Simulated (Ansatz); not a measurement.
# Si₂P (doublet): wave-function methods side by side, cc-pVTZ

How much of the correlation energy of Si₂P (doublet) does each wave-function method recover here?

Program: Ansatz 0.2.0, Gaussian basis. Level of theory: cc-pVTZ, core rule «outside noble gas», up to 15 orbitals frozen. These are calculated values, not measurements.

The runs, in order: UHF; CCSD(T) on ROHF; CCSD(T) on UHF; BCCD(T) on ROHF; CCSDT(Q) on ROHF; CCSDT(Q) on UHF; CASSCF and NEVPT2, 13 electrons in 12 orbitals.

3 further runs of the same task are left out: 3 set aside as unsound or not needed.

**1. The geometry**

The geometry is a PBE0/def2-TZVP stationary point (not a proven minimum) of the parent state, kept for this charge and spin.

3 atoms, charge 0, spin multiplicity 2.

Atoms are counted from 1 here; the program's logs count them from 0.

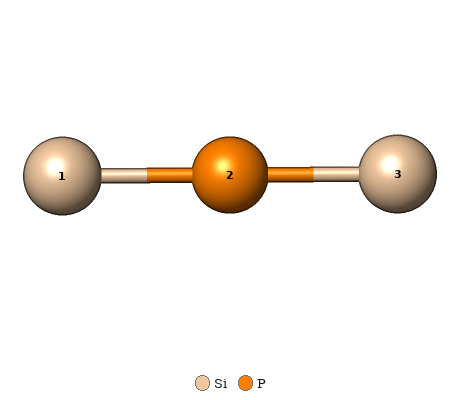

The structure; silicon light orange, phosphorus orange; atoms are numbered from 1 in the order of the file.

In the tables R marks a restricted open-shell determinant and U an unrestricted one; 'valence' is the active space of 13 electrons in 12 orbitals; energies count from the table's Hartree-Fock row.

**2. UHF**

in.yaml reads:

```yaml
crystal:
  periodic: [false, false, false]
  atoms:
    - {symbol: Si, position_ang: [0.000000, 0.000000, 2.159500]}
    - {symbol: P, position_ang: [0.000000, 0.000000, 0.000000]}
    - {symbol: Si, position_ang: [0.000000, 0.000000, -2.159500]}
basis:
  gaussian: {orbitals: cc-pVTZ}
magnetization: {spin_polarized: true, initial_magnetization: 1}
hamiltonian: {xc: hf}
output: {orbitals: {seedname: orbitals}}
```

Launch:

```bash
ansatz run in.yaml --threads 1 --pin off --events-out ev --progress --plain --max-ram 4096MiB --backend cpu
```

The log of the run:

```text
Functional definition: HF
  name "HF"
  cite "Fock, Z. Phys. 61, 126 (1930) doi:10.1007/BF01340294"
  parent pbe
  exchange = exact_x
  correlation = 0
1068 factors; their error is unknown
mean field evaluation 1: about -24992.3947 eV, gradient 1.1e1 eV
mean field evaluation 2: about -24993.3064 eV, gradient 7.4e0 eV
mean field evaluation 4: about -24993.9610 eV, gradient 1.4e0 eV
mean field evaluation 8: about -24994.1187 eV, gradient 9.6e-2 eV
mean field evaluation 16: about -24994.8507 eV, gradient 2.5e-5 eV
mean field evaluation 32: about -24994.3946 eV, gradient 2.1e0 eV
mean field evaluation 64: about -24993.9706 eV, gradient 5.4e0 eV
mean field evaluation 96: about -24994.6914 eV, gradient 1.4e0 eV
mean field evaluation 128: about -24990.7293 eV, gradient 8.4e0 eV
mean field -24994.85068114 eV, -918.5438204136 hartree, gradient 5.1e-6 eV, S^2 1.127905; 3 other end points of the search recorded, 0 dependent functions left out
reference -24994.85068114 eV, -918.5438204136 hartree; 22, 21 occupied and 80, 81 virtual orbitals, 1068 factors
Total energy: -24994.85068114 eV, -918.5438204136 hartree
```

It took 11 s on 1 thread of AMD EPYC 7R13, shared host; peak memory 0.34 GiB.

From the report: ⟨S²⟩ of the determinant 1.128 (pure doublet: 0.75).

**3. CCSD(T) on ROHF**

Changes to in.yaml since step 2:

```diff
@@ -8,4 +8,3 @@
   gaussian: {orbitals: cc-pVTZ}
-magnetization: {spin_polarized: true, initial_magnetization: 1}
-hamiltonian: {xc: hf}
-output: {orbitals: {seedname: orbitals}}
+magnetization: {spin_polarized: false, initial_magnetization: 1}
+correlation: {method: ccsd_t, electrons: outside_noble_gas}
```

Launch:

```bash
ansatz run in.yaml --threads 2 --pin off --events-out ev --progress --plain --max-ram 24576MiB --backend cuda --devices 0, --max-vram 18GiB
```

The log of the run, cut to the lines that bear on the results:

```text
Functional definition: HF
  name "HF"
  cite "Fock, Z. Phys. 61, 126 (1930) doi:10.1007/BF01340294"
  parent pbe
[...]
620 factors; integrals over basis functions are off by at most 9.4e-4 eV
[...]
mean field -24994.25032769 eV, -918.5217578312 hartree, gradient 1.6e-6 eV, S^2 0.750000; 15 other end points of the search recorded, 0 dependent functions left out
[...]
determinant -24994.25032769 eV, -918.5217578312 hartree, with singles and doubles -25004.34832031 eV, -918.8928522153 hartree
determinant -24994.21484349 eV, -918.5204538109 hartree, with singles and doubles -25004.36744315 eV, -918.8935549668 hartree
determinant -24992.06204642 eV, -918.4413399779 hartree, with singles and doubles -25001.87820441 eV, -918.8020771302 hartree
determinant -24991.42186431 eV, -918.4178137191 hartree, with singles and doubles -25002.02152597 eV, -918.8073441007 hartree
[...]
determinant -24990.93291033 eV, -918.3998449919 hartree, with singles and doubles -25001.22755211 eV, -918.7781660994 hartree
determinant -24990.88427813 eV, -918.3980577914 hartree, with singles and doubles -25001.38763111 eV, -918.7840488940 hartree
determinant -24994.25032769 eV, -918.5217578312 hartree, with singles and doubles -25004.24905313 eV, -918.8892042137 hartree
determinant -24994.21484349 eV, -918.5204538109 hartree, with singles and doubles -25004.25186724 eV, -918.8893076303 hartree
15 core orbitals not correlated: weight in the atoms' cores, before any rotation towards them, 1.000 or more for the frozen orbitals, at most 0.000 for the correlated occupied ones
reference -24994.21484349 eV, -918.5204538109 hartree; 7, 6 occupied and 80, 81 virtual orbitals, 620 factors
second order -9.30425536 eV of doubles, -0.14010286 eV of singles
cycle   1  -10.03702690 eV  change   -3.2e-6 eV  update   3.7e-6
perturbative correction -0.82909871 eV, -0.0304688157 hartree
Total energy: -25005.08096910 eV, -918.9197765618 hartree
```

It took 54 s on 1 × H100 (card shared with other runs) with 2 threads of AMD EPYC 7R13, shared host; peak host memory 0.79 GiB.

From the report: correlation -10.8661 eV; T1 0.038; largest double amplitude 0.09.

**4. CCSD(T) on UHF**

Changes to in.yaml since step 3:

```diff
@@ -8,3 +8,3 @@
   gaussian: {orbitals: cc-pVTZ}
-magnetization: {spin_polarized: false, initial_magnetization: 1}
+magnetization: {spin_polarized: true, initial_magnetization: 1}
 correlation: {method: ccsd_t, electrons: outside_noble_gas}
```

Same command.

The log of the run, cut to the lines that bear on the results:

```text
Functional definition: HF
  name "HF"
  cite "Fock, Z. Phys. 61, 126 (1930) doi:10.1007/BF01340294"
  parent pbe
[...]
620 factors; integrals over basis functions are off by at most 9.4e-4 eV
[...]
mean field -24994.85146647 eV, -918.5438492740 hartree, gradient 2.5e-6 eV, S^2 1.127907; 15 other end points of the search recorded, 0 dependent functions left out
determinant -24994.85146647 eV, -918.5438492740 hartree, with singles and doubles -25004.37460863 eV, -918.8938182933 hartree
determinant -24993.34140208 eV, -918.4883554312 hartree, with singles and doubles -25002.41728229 eV, -918.8218878769 hartree
determinant -24992.65845072 eV, -918.4632574316 hartree, with singles and doubles -25002.15083508 eV, -918.8120961225 hartree
determinant -24992.21999499 eV, -918.4471444806 hartree, with singles and doubles -25001.99755747 eV, -918.8064632743 hartree
determinant -24992.19016167 eV, -918.4460481263 hartree, with singles and doubles -25001.87529966 eV, -918.8019703827 hartree
determinant -24991.56090017 eV, -918.4229231929 hartree, with singles and doubles -25001.88806771 eV, -918.8024395999 hartree
15 core orbitals not correlated: weight in the atoms' cores, before any rotation towards them, 1.000 or more for the frozen orbitals, at most 0.000 for the correlated occupied ones
reference -24994.85146647 eV, -918.5438492740 hartree; 7, 6 occupied and 80, 81 virtual orbitals, 620 factors
second order -8.25591191 eV of doubles, -0.00000000 eV of singles
cycle   1  -9.41489456 eV  change   -3.7e-1 eV  update   2.7e-2
[...]
cycle  10  -9.45042018 eV  change    5.4e-6 eV  update   8.4e-6
perturbative correction -0.74473270 eV, -0.0273684220 hartree
Total energy: -25005.04661936 eV, -918.9185142320 hartree
```

Wall time 36 s (1 × H100 (card shared with other runs) with 2 threads of AMD EPYC 7R13, shared host); peak host memory 0.79 GiB.

From the report: ⟨S²⟩ of the determinant 1.128 (pure doublet: 0.75); correlation -10.1952 eV; T1 0.056; largest double amplitude 0.09.

**5. BCCD(T) on ROHF**

Changes to in.yaml since step 4:

```diff
@@ -8,3 +8,3 @@
   gaussian: {orbitals: cc-pVTZ}
-magnetization: {spin_polarized: true, initial_magnetization: 1}
-correlation: {method: ccsd_t, electrons: outside_noble_gas}
+magnetization: {spin_polarized: false, initial_magnetization: 1}
+correlation: {method: bccd_t, electrons: outside_noble_gas}
```

The command is unchanged.

The log of the run, cut to the lines that bear on the results:

```text
Functional definition: HF
  name "HF"
  cite "Fock, Z. Phys. 61, 126 (1930) doi:10.1007/BF01340294"
  parent pbe
[...]
620 factors; integrals over basis functions are off by at most 9.4e-4 eV
[...]
mean field -24994.25032769 eV, -918.5217578312 hartree, gradient 1.6e-6 eV, S^2 0.750000; 15 other end points of the search recorded, 0 dependent functions left out
[...]
determinant -24994.25032769 eV, -918.5217578312 hartree, with singles and doubles -25004.34832031 eV, -918.8928522153 hartree
determinant -24994.21484349 eV, -918.5204538109 hartree, with singles and doubles -25004.36744315 eV, -918.8935549668 hartree
determinant -24992.06204642 eV, -918.4413399779 hartree, with singles and doubles -25001.87820441 eV, -918.8020771302 hartree
determinant -24991.42186431 eV, -918.4178137191 hartree, with singles and doubles -25002.02152597 eV, -918.8073441007 hartree
[...]
determinant -24990.88427813 eV, -918.3980577914 hartree, with singles and doubles -25001.38763111 eV, -918.7840488940 hartree
determinant -24994.25032769 eV, -918.5217578312 hartree, with singles and doubles -25004.24905313 eV, -918.8892042137 hartree
determinant -24994.21484349 eV, -918.5204538109 hartree, with singles and doubles -25004.25186724 eV, -918.8893076303 hartree
15 core orbitals not correlated: weight in the atoms' cores, before any rotation towards them, 1.000 or more for the frozen orbitals, at most 0.000 for the correlated occupied ones
reference -24994.21484349 eV, -918.5204538109 hartree; 7, 6 occupied and 80, 81 virtual orbitals, 620 factors
second order -9.30425536 eV of doubles, -0.14010286 eV of singles
cycle   1  -10.01708045 eV  change    2.0e-2 eV  update   1.7e-2
[...]
cycle  10  -10.02841678 eV  change    1.9e-6 eV  update   1.5e-5
perturbative correction -0.82983645 eV, -0.0304959270 hartree
Total energy: -25005.07309671 eV, -918.9194872569 hartree
```

Wall time 28 s (1 × H100 (card shared with other runs) with 2 threads of AMD EPYC 7R13, shared host); peak host memory 0.81 GiB.

From the report: correlation -10.8583 eV; largest double amplitude 0.09.

**6. CCSDT(Q) on ROHF**

Changes to in.yaml since step 5:

```diff
@@ -9,2 +9,2 @@
 magnetization: {spin_polarized: false, initial_magnetization: 1}
-correlation: {method: bccd_t, electrons: outside_noble_gas}
+correlation: {method: ccsdt_q, electrons: outside_noble_gas}
```

Same command.

The log of the run, cut to the lines that bear on the results:

```text
Functional definition: HF
  name "HF"
  cite "Fock, Z. Phys. 61, 126 (1930) doi:10.1007/BF01340294"
  parent pbe
[...]
1182 factors; integrals over basis functions are off by at most 1.5e-7 eV
[...]
mean field -24994.25034030 eV, -918.5217582947 hartree, gradient 2.9e-6 eV, S^2 0.750000; 15 other end points of the search recorded, 0 dependent functions left out
[...]
determinant -24994.25034030 eV, -918.5217582947 hartree, with singles and doubles -25004.34834369 eV, -918.8928530745 hartree
determinant -24994.21485792 eV, -918.5204543412 hartree, with singles and doubles -25004.36746587 eV, -918.8935558016 hartree
determinant -24992.06206428 eV, -918.4413406343 hartree, with singles and doubles -25001.87823867 eV, -918.8020783894 hartree
determinant -24991.42187589 eV, -918.4178141449 hartree, with singles and doubles -25002.02138513 eV, -918.8073389246 hartree
[...]
determinant -24990.88429836 eV, -918.3980585350 hartree, with singles and doubles -25001.38766159 eV, -918.7840500141 hartree
determinant -24994.25034030 eV, -918.5217582947 hartree, with singles and doubles -25004.24904956 eV, -918.8892040827 hartree
determinant -24994.21485792 eV, -918.5204543412 hartree, with singles and doubles -25004.25186392 eV, -918.8893075085 hartree
15 core orbitals not correlated: weight in the atoms' cores, before any rotation towards them, 1.000 or more for the frozen orbitals, at most 0.000 for the correlated occupied ones
reference -24994.21485792 eV, -918.5204543412 hartree; 7, 6 occupied and 80, 81 virtual orbitals, 1182 factors
second order -9.30427283 eV of doubles, -0.14010141 eV of singles
cycle   1  -9.43263028 eV  change    2.1e-2 eV  update   1.8e-1
[...]
cycle  21  -10.88718568 eV  change    4.7e-7 eV  update   5.3e-7
perturbative correction -0.09999042 eV, -0.0036745802 hartree
Total energy: -25005.20203402 eV, -918.9242256156 hartree
```

Wall time 72 s (1 × H100 (card shared with other runs) with 2 threads of AMD EPYC 7R13, shared host); peak host memory 1.4 GiB.

From the report: correlation -10.9872 eV; T1 0.038; largest double amplitude 0.13.

**7. CCSDT(Q) on UHF**

Changes to in.yaml since step 6:

```diff
@@ -8,3 +8,3 @@
   gaussian: {orbitals: cc-pVTZ}
-magnetization: {spin_polarized: false, initial_magnetization: 1}
+magnetization: {spin_polarized: true, initial_magnetization: 1}
 correlation: {method: ccsdt_q, electrons: outside_noble_gas}
```

Same command.

The log of the run, cut to the lines that bear on the results:

```text
Functional definition: HF
  name "HF"
  cite "Fock, Z. Phys. 61, 126 (1930) doi:10.1007/BF01340294"
  parent pbe
[...]
1182 factors; integrals over basis functions are off by at most 1.5e-7 eV
[...]
mean field -24994.85147627 eV, -918.5438496340 hartree, gradient 6.0e-6 eV, S^2 1.127905; 16 other end points of the search recorded, 0 dependent functions left out
determinant -24994.85147627 eV, -918.5438496340 hartree, with singles and doubles -25004.37486864 eV, -918.8938278485 hartree
determinant -24993.34141946 eV, -918.4883560699 hartree, with singles and doubles -25002.41757947 eV, -918.8218987982 hartree
determinant -24992.65845879 eV, -918.4632577283 hartree, with singles and doubles -25002.15096045 eV, -918.8121007301 hartree
determinant -24992.22001506 eV, -918.4471452182 hartree, with singles and doubles -25001.99787344 eV, -918.8064748863 hartree
determinant -24992.19017952 eV, -918.4460487825 hartree, with singles and doubles -25001.87536530 eV, -918.8019727950 hartree
determinant -24991.56091528 eV, -918.4229237483 hartree, with singles and doubles -25001.88823703 eV, -918.8024458222 hartree
determinant -24991.54168718 eV, -918.4222171286 hartree, with singles and doubles -25001.96455432 eV, -918.8052504312 hartree
15 core orbitals not correlated: weight in the atoms' cores, before any rotation towards them, 1.000 or more for the frozen orbitals, at most 0.000 for the correlated occupied ones
reference -24994.85147627 eV, -918.5438496340 hartree; 7, 6 occupied and 80, 81 virtual orbitals, 1182 factors
second order -8.25593345 eV of doubles, -0.00000000 eV of singles
cycle   1  -8.76019851 eV  change   -5.0e-1 eV  update   1.6e-1
[...]
cycle  23  -10.26786058 eV  change    3.1e-7 eV  update   5.9e-7
perturbative correction -0.10086868 eV, -0.0037068557 hartree
Total energy: -25005.22020553 eV, -918.9248934064 hartree
```

Run time: 48 s. Hardware: 1 × H100 (card shared with other runs) with 2 threads of AMD EPYC 7R13, shared host; peak host memory 1.2 GiB.

From the report: ⟨S²⟩ of the determinant 1.128 (pure doublet: 0.75); correlation -10.3687 eV; T1 0.065; largest double amplitude 0.13.

**8. CASSCF and NEVPT2, 13 electrons in 12 orbitals**

in.yaml reads:

```yaml
crystal:
  periodic: [false, false, false]
  atoms:
    - {symbol: Si, position_ang: [0.000000, 0.000000, 2.159500]}
    - {symbol: P, position_ang: [0.000000, 0.000000, 0.000000]}
    - {symbol: Si, position_ang: [0.000000, 0.000000, -2.159500]}
basis:
  gaussian: {orbitals: cc-pVTZ}
magnetization: {spin_polarized: false, initial_magnetization: 1}
correlation: {method: sc_nevpt2, electrons: outside_noble_gas, active_space: {window: {electrons: 13, orbitals: 12}, shells: [{species: P, l: s, shell: 3}, {species: P, l: p, shell: 3}, {species: Si, l: s, shell: 3}, {species: Si, l: p, shell: 3}]}}
```

Same command.

The log of the run, cut to the lines that bear on the results:

```text
Functional definition: HF
  name "HF"
  cite "Fock, Z. Phys. 61, 126 (1930) doi:10.1007/BF01340294"
  parent pbe
[...]
1182 factors; integrals over basis functions are off by at most 1.5e-7 eV
[...]
mean field -24994.25034030 eV, -918.5217582947 hartree, gradient 2.9e-6 eV, S^2 0.750000; 10 other end points of the search recorded, 0 dependent functions left out
reference -24994.25034030 eV, -918.5217582947 hartree; 22, 21 occupied and 80, 81 virtual orbitals, 1182 factors
state -24997.77107606 eV, -918.6511429475 hartree
state -24997.77107606 eV, -918.6511429475 hartree; corrected -25003.52015199 eV, -918.8624175909 hartree
Total energy: -25003.52015199 eV, -918.8624175909 hartree
Checks for a lower state left out: starts, orbital_swaps
```

It took 25 s on 1 × H100 (card shared with other runs) with 2 threads of AMD EPYC 7R13, shared host; peak host memory 0.81 GiB.

From the report: 91,476 determinants; active occupations 1.99, 1.98, 1.96, 1.95, 1.91, 1.90, 1.00, 0.10, 0.08, 0.06, 0.05, 0.02.

**9. How many determinants matter**

Natural occupations of the CASSCF valence state about the gap (report; correlated orbitals 2 to 11): 1.979, 1.963, 1.948, 1.908, 1.901, 0.998, 0.104, 0.079, 0.058, 0.052. The count of effectively unpaired electrons, Σ n²(2 − n)², is 1.17; a single determinant of this spin has 1.

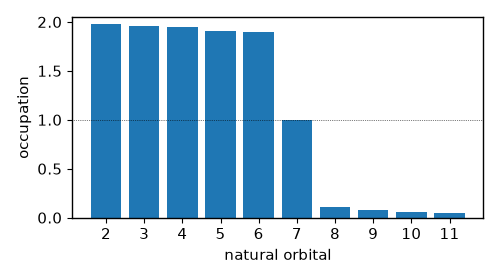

Natural occupations of the CASSCF valence state.

**10. All levels against the top one**

No level here is safe as a reference; RCCSDT(Q) serves as a yardstick only. Rows without a time come out of other runs: HF, MP2 and CCSD of CCSD(T), CCSDT of CCSDT(Q), CASSCF and MRCISD of the multireference runs.

Differences are taken before rounding.

| method | energy from the lowest ROHF (meV) | from RCCSDT(Q) (meV) | time |
| --- | --- | --- | --- |
| ROHF | 0.0 | +10951.7 |  |
| UHF | -601.1 | +10350.6 |  |
| RMP2 | -9408.9 | +1542.8 |  |
| UMP2 | -8857.1 | +2094.7 |  |
| RCCSD | -10001.5 | +950.2 |  |
| UCCSD | -10051.6 | +900.1 |  |
| RCCSD(T) | -10830.6 | +121.1 | 54 s |
| UCCSD(T) | -10796.3 | +155.4 | 36 s |
| BCCD(T) | -10822.8 | +128.9 | 28 s |
| RCCSDT | -10851.7 | +100.0 |  |
| UCCSDT | -10869.0 | +82.7 |  |
| RCCSDT(Q) | -10951.7 | 0 | 72 s |
| UCCSDT(Q) | -10969.9 | -18.2 | 48 s |
| CASSCF valence | -3520.7 | +7431.0 |  |
| NEVPT2 valence | -9269.8 | +1681.9 | 25 s |

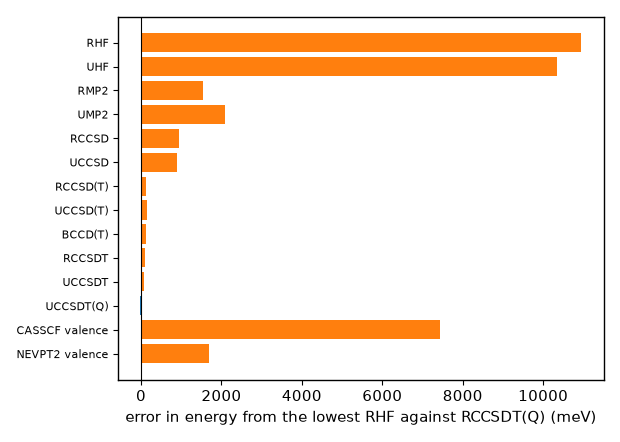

Deviations from RCCSDT(Q), method by method.

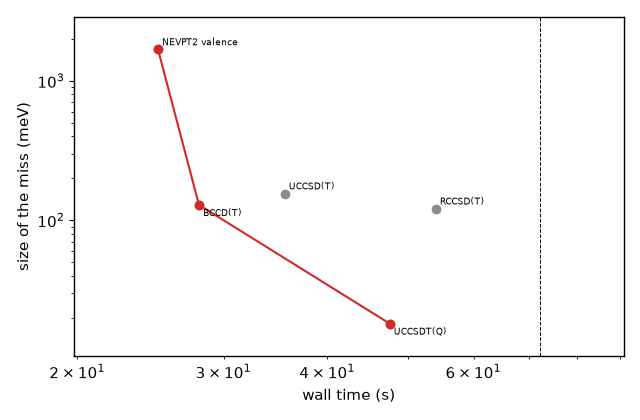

Accuracy for the time spent; red marks the levels that beat every quicker one drawn (of those quicker than the yardstick), and the dashed line is the time of RCCSDT(Q). Times are from a shared host.

**11. Summary of results**

```
                      quantity        value
 RCCSDT(Q) from the ROHF energy  -10.9517 eV
           RMP2 from RCCSDT(Q)  +1542.8 meV
           UMP2 from RCCSDT(Q)  +2094.7 meV
          RCCSD from RCCSDT(Q)   +950.2 meV
       RCCSD(T) from RCCSDT(Q)   +121.1 meV
       UCCSD(T) from RCCSDT(Q)   +155.4 meV
      UCCSDT(Q) from RCCSDT(Q)    -18.2 meV
 NEVPT2 valence from RCCSDT(Q)  +1681.9 meV
                 T1 diagnostic        0.038
effectively unpaired electrons         1.17
```

**Reading.** RCCSD(T) misses by +121.1 meV, 1.1 % of the correlation energy. CCSD(T) misses by +121.1 meV on the restricted determinant and by +155.4 meV on the unrestricted one; the two need not hold the same state or core. One determinant dominates. Coupled cluster took another determinant than the lowest Hartree-Fock one. Warnings: spin contamination; coupled cluster took another determinant than the lowest.

The ROHF row is the lowest solution found; coupled cluster stands on another one, 0.04 eV higher.
